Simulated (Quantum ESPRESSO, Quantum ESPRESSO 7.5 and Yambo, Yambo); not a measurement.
# Quasiparticle gap of NaF (Villiaumite) in Yambo

Wanted: ground state, empty states, screening and self-energy for NaF (Villiaumite).

Program: Quantum ESPRESSO 7.5 and Yambo 5.3.0. Level of theory: PBE and many-body steps on it, plane waves. Results are calculated unless marked as measured.

The database entry behind the starting cell differs from later determinations by our own check (0.1 to 0.3 % short, probably kX units), so it need not match the best structure at ambient conditions.

## Step 1: Set-up

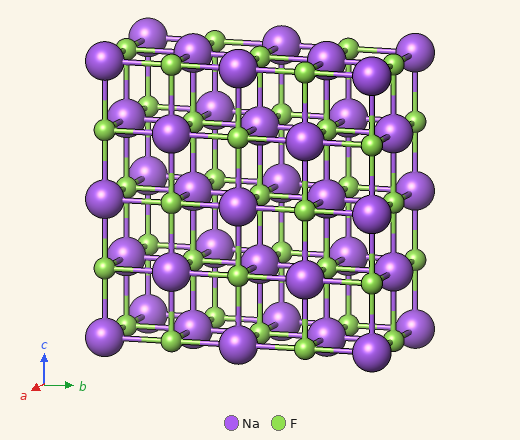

The starting structure, seen slightly off an axis (sodium purple, fluorine green). 1×2×2 cells are drawn. This picture shows the conventional cell, with its axes. Some periodic images of atoms are drawn too.

The cell and positions come from the Crystallography Open Database and are kept as given unless a step says otherwise.

## Step 2: Ground state

This step: Quantum ESPRESSO 7.5; DFT, PBE, plane waves, norm-conserving pseudopotentials.

The ground-state density comes first.

The input, pw.in:

```
&control
  calculation = 'scf'
  prefix = 'x'
  outdir = 'o'
  pseudo_dir = 'pseudo'
/
&system
  ibrav = 0
  nat = 2
  ntyp = 2
  ecutwfc = 76.0
  nbnd = 13
  force_symmorphic = .true.
/
&electrons
  conv_thr = 1e-10
  electron_maxstep = 80
  mixing_beta = 0.5
/
ATOMIC_SPECIES
  Na 22.99 Na.upf
  F 18.998 F.upf
CELL_PARAMETERS angstrom
  -0.0000000000 2.3100000000 2.3100000000
  2.3100000000 0.0000000000 2.3100000000
  2.3100000000 2.3100000000 0.0000000000
ATOMIC_POSITIONS crystal
  Na 0.0000000000 0.0000000000 0.0000000000
  F 0.5000000000 0.5000000000 0.5000000000
K_POINTS automatic
  8 8 8 0 0 0
```

On the command line:

```bash
OMP_NUM_THREADS=1 mpirun -n 4 pw.x -nk 4 -in pw.in > pw.out
```

Log:

```text
Program PWSCF v.7.5 starts

     This program is part of the open-source Quantum ESPRESSO suite
     for quantum simulation of materials; please cite
         "P. Giannozzi et al., J. Phys.:Condens. Matter 21 395502 (2009);
         "P. Giannozzi et al., J. Phys.:Condens. Matter 29 465901 (2017);
         "P. Giannozzi et al., J. Chem. Phys. 152 154105 (2020);
     in publications or presentations arising from this work. More details at
     Message from routine setup:
     using ibrav=0 with symmetry is DISCOURAGED, use correct ibrav instead

     G-vector sticks info

     bravais-lattice index     =            0
     lattice parameter (alat)  =       6.1734  a.u.
     unit-cell volume          =     166.3652 (a.u.)^3
     number of atoms/cell      =            2
     number of atomic types    =            2
     number of electrons       =        16.00
     number of Kohn-Sham states=           13
     kinetic-energy cutoff     =      76.0000  Ry
     charge density cutoff     =     304.0000  Ry
     scf convergence threshold =      1.0E-10
     mixing beta               =       0.5000
     number of iterations used =            8  plain     mixing
     Exchange-correlation= PBE
                           (   1   4   3   4   0   0   0)

     celldm(1)=   6.173420  celldm(2)=   0.000000  celldm(3)=   0.000000
     celldm(4)=   0.000000  celldm(5)=   0.000000  celldm(6)=   0.000000

     crystal axes: (cart. coord. in units of alat)
               a(1) = (  -0.000000   0.707107   0.707107 )
               a(2) = (   0.707107   0.000000   0.707107 )
               a(3) = (   0.707107   0.707107   0.000000 )

     reciprocal axes: (cart. coord. in units 2 pi/alat)
               b(1) = ( -0.707107  0.707107  0.707107 )
               b(2) = (  0.707107 -0.707107  0.707107 )
               b(3) = (  0.707107  0.707107 -0.707107 )
     Pseudo is Norm-conserving, Zval =  9.0
     Generated using ONCVPSP code by D. R. Hamann
     Using radial grid of 1992 points,  4 beta functions with:
     Pseudo is Norm-conserving + core correction, Zval =  7.0
     Generated using ONCVPSP code by D. R. Hamann
     Using radial grid of  832 points,  5 beta functions with:
     Na                9.00    22.99000     Na( 1.00)
     F                 7.00    18.99800     F ( 1.00)

     48 Sym. Ops., with inversion, found

   Cartesian axes

     site n.     atom                  positions (alat units)
         1        Na     tau(   1) = (   0.0000000   0.0000000   0.0000000  )
         2        F      tau(   2) = (   0.7071068   0.7071068   0.7071068  )

     number of k points=    29
                       cart. coord. in units 2pi/alat
        k(    1) = (   0.0000000   0.0000000   0.0000000), wk =   0.0039062
        k(    2) = (   0.0883883   0.0883883  -0.0883883), wk =   0.0312500
        k(    3) = (   0.1767767   0.1767767  -0.1767767), wk =   0.0312500
        k(    4) = (   0.2651650   0.2651650  -0.2651650), wk =   0.0312500
        k(    5) = (  -0.3535534  -0.3535534   0.3535534), wk =   0.0156250
        k(    6) = (   0.1767767   0.0000000   0.0000000), wk =   0.0234375
        k(    7) = (   0.2651650   0.0883883  -0.0883883), wk =   0.0937500
        k(    8) = (   0.3535534   0.1767767  -0.1767767), wk =   0.0937500
        k(    9) = (  -0.2651650  -0.4419417   0.4419417), wk =   0.0937500
        k(   10) = (  -0.1767767  -0.3535534   0.3535534), wk =   0.0937500
     [... 17 further rows ...]
        k(   28) = (  -0.7071068   0.1767767  -0.0000000), wk =   0.0468750
        k(   29) = (  -0.7071068   0.3535534   0.0000000), wk =   0.0234375

     Dense  grid:    14841 G-vectors     FFT dimensions: (  36,  36,  36)

     Initial potential from superposition of free atoms

     starting charge      15.9937, renormalised to      16.0000
     Starting wfcs are    9 randomized atomic wfcs +    4 random wfcs

     per-process dynamical memory:    16.3 Mb

     Self-consistent Calculation

     iteration #  1     ecut=    76.00 Ry     beta= 0.50

     total energy              =    -140.90506870 Ry
     estimated scf accuracy    <       0.20541905 Ry

     iteration #  2     ecut=    76.00 Ry     beta= 0.50

     total energy              =    -140.96074677 Ry
     estimated scf accuracy    <       0.03093438 Ry

     iteration #  3     ecut=    76.00 Ry     beta= 0.50

     total energy              =    -140.96573482 Ry
     estimated scf accuracy    <       0.00248183 Ry

     iteration #  4     ecut=    76.00 Ry     beta= 0.50

     total energy              =    -140.96592800 Ry
     estimated scf accuracy    <       0.00003913 Ry

     iteration #  5     ecut=    76.00 Ry     beta= 0.50

     total energy              =    -140.96593756 Ry
     estimated scf accuracy    <       0.00000303 Ry

     iteration #  6     ecut=    76.00 Ry     beta= 0.50

     total energy              =    -140.96593817 Ry
     estimated scf accuracy    <       0.00000085 Ry

     iteration #  7     ecut=    76.00 Ry     beta= 0.50

     total energy              =    -140.96593823 Ry
     estimated scf accuracy    <       0.00000002 Ry

     iteration #  8     ecut=    76.00 Ry     beta= 0.50

     total energy              =    -140.96593824 Ry
     estimated scf accuracy    <          9.4E-10 Ry

     iteration #  9     ecut=    76.00 Ry     beta= 0.50

     End of self-consistent calculation

          k = 0.0000 0.0000 0.0000 (  1837 PWs)   bands (ev):

   -46.0612 -18.1124 -17.9444 -17.9444 -17.9444   0.9991   0.9991   0.9991
     7.3887  20.1552  20.1552  20.1552  22.9761

          k = 0.0884 0.0884-0.0884 (  1868 PWs)   bands (ev):

   -46.0592 -18.3435 -17.9465 -17.9465 -17.6943   0.7042   0.9609   0.9609
     7.9350  18.3913  20.3920  20.3920  24.6607

          k = 0.1768 0.1768-0.1768 (  1880 PWs)   bands (ev):

   -46.0544 -18.5826 -17.9509 -17.9509 -17.4082   0.1027   0.8702   0.8702
     9.2562  16.2769  20.9069  20.9069  23.9808

          k = 0.2652 0.2652-0.2652 (  1868 PWs)   bands (ev):

     [... further k-points ...]

     highest occupied, lowest unoccupied level (ev):     0.9991    7.3887

!    total energy              =    -140.96593824 Ry
     estimated scf accuracy    <          6.5E-12 Ry

     The total energy is the sum of the following terms:
     one-electron contribution =     -77.23621110 Ry
     hartree contribution      =      45.26614007 Ry
     xc contribution           =     -24.99890268 Ry
     ewald contribution        =     -83.99696453 Ry

     convergence has been achieved in   9 iterations

     XML data file, charge density, pseudopotentials, collected wavefunctions

=------------------------------------------------------------------------------=
   JOB DONE.
=------------------------------------------------------------------------------=
```

The job ended after 5.7 s (4 MPI ranks of Arm Neoverse N1, shared host; peak memory 0.2 GiB; 22 s of CPU time).

Numbers from this step:

| Item | Value |
| --- | --- |
| total energy | -1917.9393 eV |
| gap | 6.390 eV |
| k of the valence top | 0, 0, 0 |
| k of the conduction bottom | 0, 0, 0 |
| least direct gap | 6.390 eV |

The gap is direct, at Γ.

## Step 3: Bands along the symmetry lines

The cheap functional maps the bands first; the places of the edges decide which points the dearer methods must see.

The input, pw.in:

```
&control
  calculation = 'bands'
  prefix = 'x'
  outdir = 'o'
  pseudo_dir = 'pseudo'
/
&system
  ibrav = 0
  nat = 2
  ntyp = 2
  ecutwfc = 76.0
  nbnd = 14
  force_symmorphic = .true.
/
&electrons
  conv_thr = 1e-9
  electron_maxstep = 80
  diago_full_acc = .true.
  diago_thr_init = 5e-6
/
ATOMIC_SPECIES
  Na 22.99 Na.upf
  F 18.998 F.upf
CELL_PARAMETERS angstrom
  -0.0000000000 2.3100000000 2.3100000000
  2.3100000000 0.0000000000 2.3100000000
  2.3100000000 2.3100000000 0.0000000000
ATOMIC_POSITIONS crystal
  Na 0.0000000000 0.0000000000 0.0000000000
  F 0.5000000000 0.5000000000 0.5000000000
K_POINTS crystal
  50
  0.00000000 0.00000000 0.00000000 1
  0.06250000 0.00000000 0.06250000 1
  0.12500000 0.00000000 0.12500000 1
  0.18750000 0.00000000 0.18750000 1
  0.25000000 0.00000000 0.25000000 1
  0.31250000 0.00000000 0.31250000 1
  0.37500000 0.00000000 0.37500000 1
  0.43750000 0.00000000 0.43750000 1
  0.50000000 0.00000000 0.50000000 1
  0.51562500 0.03125000 0.51562500 1
  0.53125000 0.06250000 0.53125000 1
  0.54687500 0.09375000 0.54687500 1
  0.56250000 0.12500000 0.56250000 1
  0.57812500 0.15625000 0.57812500 1
  0.59375000 0.18750000 0.59375000 1
  0.60937500 0.21875000 0.60937500 1
  0.62500000 0.25000000 0.62500000 1
  0.37500000 0.37500000 0.75000000 1
  0.32812500 0.32812500 0.65625000 1
  0.28125000 0.28125000 0.56250000 1
  0.23437500 0.23437500 0.46875000 1
  0.18750000 0.18750000 0.37500000 1
  0.14062500 0.14062500 0.28125000 1
  0.09375000 0.09375000 0.18750000 1
  0.04687500 0.04687500 0.09375000 1
  0.00000000 0.00000000 0.00000000 1
  0.06250000 0.06250000 0.06250000 1
  0.12500000 0.12500000 0.12500000 1
  0.18750000 0.18750000 0.18750000 1
  0.25000000 0.25000000 0.25000000 1
  0.31250000 0.31250000 0.31250000 1
  0.37500000 0.37500000 0.37500000 1
  0.43750000 0.43750000 0.43750000 1
  0.50000000 0.50000000 0.50000000 1
  0.50000000 0.46875000 0.53125000 1
  0.50000000 0.43750000 0.56250000 1
  0.50000000 0.40625000 0.59375000 1
  0.50000000 0.37500000 0.62500000 1
  0.50000000 0.34375000 0.65625000 1
  0.50000000 0.31250000 0.68750000 1
  0.50000000 0.28125000 0.71875000 1
  0.50000000 0.25000000 0.75000000 1
  0.50000000 0.21875000 0.71875000 1
  0.50000000 0.18750000 0.68750000 1
  0.50000000 0.15625000 0.65625000 1
  0.50000000 0.12500000 0.62500000 1
  0.50000000 0.09375000 0.59375000 1
  0.50000000 0.06250000 0.56250000 1
  0.50000000 0.03125000 0.53125000 1
  0.50000000 0.00000000 0.50000000 1
```

Log:

```text
[banner, memory and clock lines left out]
Program PWSCF v.7.5 starts

     Atomic positions and unit cell read from directory:
     o/x.save/

     Message from routine setup:
     using ibrav=0 with symmetry is DISCOURAGED, use correct ibrav instead

     G-vector sticks info

     bravais-lattice index     =            0
     lattice parameter (alat)  =       6.1734  a.u.
     unit-cell volume          =     166.3652 (a.u.)^3
     number of atoms/cell      =            2
     number of atomic types    =            2
     number of electrons       =        16.00
     number of Kohn-Sham states=           14
     kinetic-energy cutoff     =      76.0000  Ry
     charge density cutoff     =     304.0000  Ry
     Exchange-correlation= PBE
                           (   1   4   3   4   0   0   0)

     celldm(1)=   6.173420  celldm(2)=   0.000000  celldm(3)=   0.000000
     celldm(4)=   0.000000  celldm(5)=   0.000000  celldm(6)=   0.000000

     crystal axes: (cart. coord. in units of alat)
               a(1) = (  -0.000000   0.707107   0.707107 )
               a(2) = (   0.707107   0.000000   0.707107 )
               a(3) = (   0.707107   0.707107   0.000000 )

     reciprocal axes: (cart. coord. in units 2 pi/alat)
               b(1) = ( -0.707107  0.707107  0.707107 )
               b(2) = (  0.707107 -0.707107  0.707107 )
               b(3) = (  0.707107  0.707107 -0.707107 )
     Pseudo is Norm-conserving, Zval =  9.0
     Generated using ONCVPSP code by D. R. Hamann
     Using radial grid of 1992 points,  4 beta functions with:
     Pseudo is Norm-conserving + core correction, Zval =  7.0
     Generated using ONCVPSP code by D. R. Hamann
     Using radial grid of  832 points,  5 beta functions with:
     Na                9.00    22.99000     Na( 1.00)
     F                 7.00    18.99800     F ( 1.00)

     48 Sym. Ops., with inversion, found

   Cartesian axes

     site n.     atom                  positions (alat units)
         1        Na     tau(   1) = (   0.0000000   0.0000000   0.0000000  )
         2        F      tau(   2) = (   0.7071068   0.7071068   0.7071068  )

     number of k points=    50
                       cart. coord. in units 2pi/alat
        k(    1) = (   0.0000000   0.0000000   0.0000000), wk =   0.0400000
        k(    2) = (   0.0000000   0.0883883   0.0000000), wk =   0.0400000
        k(    3) = (   0.0000000   0.1767767   0.0000000), wk =   0.0400000
[...]
[... 38 further rows ...]
        k(   49) = (   0.0441942   0.7071068   0.0000000), wk =   0.0400000
        k(   50) = (   0.0000000   0.7071068   0.0000000), wk =   0.0400000

     Dense  grid:    14841 G-vectors     FFT dimensions: (  36,  36,  36)

     The potential is recalculated from file :
     o/x.save/charge-density

     Starting wfcs are    9 randomized atomic wfcs +    5 random wfcs

     Band Structure Calculation

     End of band structure calculation

          k = 0.0000 0.0000 0.0000 (  1837 PWs)   bands (ev):

   -46.0612 -18.1124 -17.9444 -17.9444 -17.9444   0.9991   0.9991   0.9991
     7.3887  20.1552  20.1552  20.1552  22.9761  25.2676

          k = 0.0000 0.0884 0.0000 (  1860 PWs)   bands (ev):

   -46.0605 -18.2240 -17.9466 -17.9466 -17.8239   0.9016   0.9819   0.9819
     7.5791  19.4193  20.1883  20.1883  23.9314  24.6712

          k = 0.0000 0.1768 0.0000 (  1864 PWs)   bands (ev):

   -46.0586 -18.3587 -17.9524 -17.9524 -17.6650   0.6566   0.9339   0.9339
     8.1068  18.2107  20.2796  20.2796  23.3798  25.6756

          k = 0.0000 0.2652-0.0000 (  1860 PWs)   bands (ev):

[...]
k =-0.0000 0.4419 0.0000 (  1868 PWs)   bands (ev):

[...]
k = 0.0000 0.5303-0.0000 (  1868 PWs)   bands (ev):

[...]
k =-0.0000 0.6187 0.0000 (  1836 PWs)   bands (ev):

[...]
k = 0.5303 0.5303-0.0000 (  1850 PWs)   bands (ev):

[...]
k = 0.1326 0.7071-0.0000 (  1850 PWs)   bands (ev):

[...]
k = 0.0884 0.7071-0.0000 (  1842 PWs)   bands (ev):

[...]
k = 0.0442 0.7071 0.0000 (  1850 PWs)   bands (ev):

   -46.0434 -18.0868 -18.0442 -17.9996 -17.8171  -0.2720   0.5831   0.5865
    14.2476  14.4215  14.7851  20.7895  20.9683  25.2786

          k = 0.0000 0.7071 0.0000 (  1868 PWs)   bands (ev):

   -46.0434 -18.0878 -17.9989 -17.9989 -17.8640  -0.2793   0.5928   0.5928
    14.2463  14.4239  14.7464  20.9053  20.9053  25.1583

     XML data file, pseudopotentials, collected wavefunctions
```

Wall time 3.1 s (4 MPI ranks); peak memory 0.18 GiB.

Numbers from this step:

```
gap                        : 6.390 eV
k of the valence top       : 0, 0, 0
k of the conduction bottom : 0, 0, 0
least direct gap           : 6.390 eV
```

The gap is 6.390 eV, as in the run before at this level.

The electronic bands at the labelled points (eV, zero at the top of the highest filled band; v1 is the highest filled band, c1 the lowest empty one):

```
    point      v4     v3     v2     v1     c1     c2     c3     c4
        Γ  -18.94   0.00   0.00   0.00   6.39  19.16  19.16  19.16
        X  -18.86  -1.28  -0.41  -0.41  13.25  13.42  13.75  19.91
        U  -18.45  -1.06  -0.83  -0.37  12.94  13.33  14.85  19.55
jump to K  -18.45  -1.06  -0.83  -0.37  12.94  13.33  14.85  19.55
        Γ  -18.94   0.00   0.00   0.00   6.39  19.16  19.16  19.16
        L  -18.13  -1.59  -0.25  -0.25  10.88  12.57  20.25  20.25
        W  -18.44  -0.87  -0.87  -0.57  13.32  13.32  15.34  17.03
        X  -18.86  -1.28  -0.41  -0.41  13.25  13.42  13.75  19.91
```

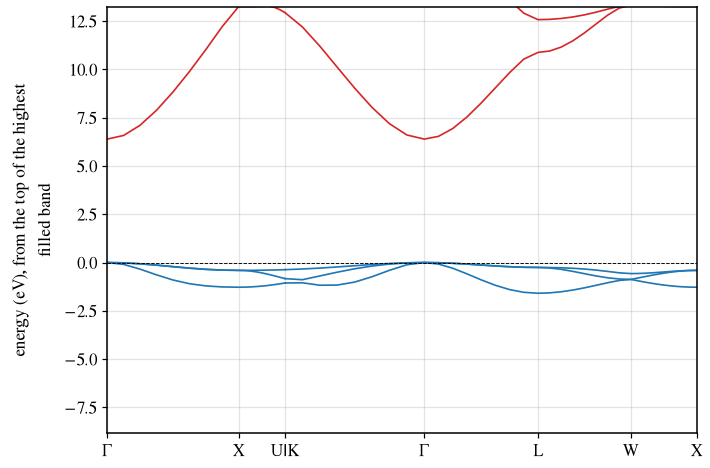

Electronic bands along the path; lines of filled and empty bands in two colours.

## Step 4: Empty states on the mesh, 8×8×8 mesh, 110 bands

The sums over transitions need many empty states on a uniform mesh; this step solves for them.

The input, pw.in:

```
&control
  calculation = 'nscf'
  prefix = 'x'
  outdir = 'o'
  pseudo_dir = 'pseudo'
/
&system
  ibrav = 0
  nat = 2
  ntyp = 2
  ecutwfc = 76.0
  nbnd = 110
  force_symmorphic = .true.
/
&electrons
  conv_thr = 1e-9
  electron_maxstep = 80
  diago_full_acc = .true.
  diago_thr_init = 5e-6
/
ATOMIC_SPECIES
  Na 22.99 Na.upf
  F 18.998 F.upf
CELL_PARAMETERS angstrom
  -0.0000000000 2.3100000000 2.3100000000
  2.3100000000 0.0000000000 2.3100000000
  2.3100000000 2.3100000000 0.0000000000
ATOMIC_POSITIONS crystal
  Na 0.0000000000 0.0000000000 0.0000000000
  F 0.5000000000 0.5000000000 0.5000000000
K_POINTS automatic
  8 8 8 0 0 0
```

Log:

```text
[banner, memory and clock lines left out]
Program PWSCF v.7.5 starts

     Atomic positions and unit cell read from directory:
     o/x.save/

     Message from routine setup:
     using ibrav=0 with symmetry is DISCOURAGED, use correct ibrav instead

     G-vector sticks info

     bravais-lattice index     =            0
     lattice parameter (alat)  =       6.1734  a.u.
     unit-cell volume          =     166.3652 (a.u.)^3
     number of atoms/cell      =            2
     number of atomic types    =            2
     number of electrons       =        16.00
     number of Kohn-Sham states=          110
     kinetic-energy cutoff     =      76.0000  Ry
     charge density cutoff     =     304.0000  Ry
     Exchange-correlation= PBE
                           (   1   4   3   4   0   0   0)

     celldm(1)=   6.173420  celldm(2)=   0.000000  celldm(3)=   0.000000
     celldm(4)=   0.000000  celldm(5)=   0.000000  celldm(6)=   0.000000

     crystal axes: (cart. coord. in units of alat)
               a(1) = (  -0.000000   0.707107   0.707107 )
               a(2) = (   0.707107   0.000000   0.707107 )
               a(3) = (   0.707107   0.707107   0.000000 )

     reciprocal axes: (cart. coord. in units 2 pi/alat)
               b(1) = ( -0.707107  0.707107  0.707107 )
               b(2) = (  0.707107 -0.707107  0.707107 )
               b(3) = (  0.707107  0.707107 -0.707107 )
     Pseudo is Norm-conserving, Zval =  9.0
     Generated using ONCVPSP code by D. R. Hamann
     Using radial grid of 1992 points,  4 beta functions with:
     Pseudo is Norm-conserving + core correction, Zval =  7.0
     Generated using ONCVPSP code by D. R. Hamann
     Using radial grid of  832 points,  5 beta functions with:
     Na                9.00    22.99000     Na( 1.00)
     F                 7.00    18.99800     F ( 1.00)

     48 Sym. Ops., with inversion, found

   Cartesian axes

     site n.     atom                  positions (alat units)
         1        Na     tau(   1) = (   0.0000000   0.0000000   0.0000000  )
         2        F      tau(   2) = (   0.7071068   0.7071068   0.7071068  )

     number of k points=    29
                       cart. coord. in units 2pi/alat
        k(    1) = (   0.0000000   0.0000000   0.0000000), wk =   0.0039062
        k(    2) = (   0.0883883   0.0883883  -0.0883883), wk =   0.0312500
        k(    3) = (   0.1767767   0.1767767  -0.1767767), wk =   0.0312500
[...]
[... 17 further rows ...]
        k(   28) = (  -0.7071068   0.1767767   0.0000000), wk =   0.0468750
        k(   29) = (  -0.7071068   0.3535534   0.0000000), wk =   0.0234375

     Dense  grid:    14841 G-vectors     FFT dimensions: (  36,  36,  36)

     The potential is recalculated from file :
     o/x.save/charge-density

     Starting wfcs are    9 randomized atomic wfcs +  101 random wfcs

     Band Structure Calculation

     End of band structure calculation

          k = 0.0000 0.0000 0.0000 (  1837 PWs)   bands (ev):

   -46.0612 -18.1124 -17.9444 -17.9444 -17.9444   0.9991   0.9991   0.9991
     7.3887  20.1552  20.1552  20.1552  22.9761  25.2676  25.2676  27.9363
    27.9363  27.9363  35.0083  35.0083  35.0083  40.3077  49.4273  49.4273
[...]
137.3301 137.3301 137.3301 138.6281 138.6281 139.6026

          k = 0.0884 0.0884-0.0884 (  1868 PWs)   bands (ev):

[...]
140.8372 141.5813 143.3681 143.3681 144.3827 144.9473

          k = 0.1768 0.1768-0.1768 (  1880 PWs)   bands (ev):

[...]
129.1257 130.2317 130.7836 131.5650 131.5650 133.8454 136.3674 136.3674
   136.5730 136.5730 136.6364 139.0483 139.3050 139.3050 141.6012 141.6012
   142.3083 143.5612 143.5612 145.1641 145.6641 145.6641

          k = 0.2652 0.2652-0.2652 (  1868 PWs)   bands (ev):

     [... further k-points ...]

     highest occupied, lowest unoccupied level (ev):     0.9991    7.3887

     XML data file, pseudopotentials, collected wavefunctions
```

The job ended after 19 s (4 MPI ranks; peak memory 0.25 GiB; 76 s of CPU time).

Numbers from this step:

| Property | Result |
| --- | --- |
| gap | 6.390 eV |
| k of the valence top | 0, 0, 0 |
| k of the conduction bottom | 0, 0, 0 |
| least direct gap | 6.390 eV |
| k points computed | 29 |
| lowest point of the top converged band, above the valence top | 138.6034 eV |

On this mesh the gap is 6.390 eV.

(Continued in part 2 of 2.)

[Paths, hosts, dates, memory and timing lines, banners, echoed tables and standing remarks are left out of the program output.]

[Logs are printed without paths, hosts, clocks, repeated set-up lines and the standing remarks that a program may print on its own settings, such as how far it seeks lower states.]

[Runs of the session that timed out or met a known fault of the program may be left out.]

[Hosts, paths, dates, database ids (printed as entryN), source tags and the programs' standing remarks are cut or masked in the printed files.]
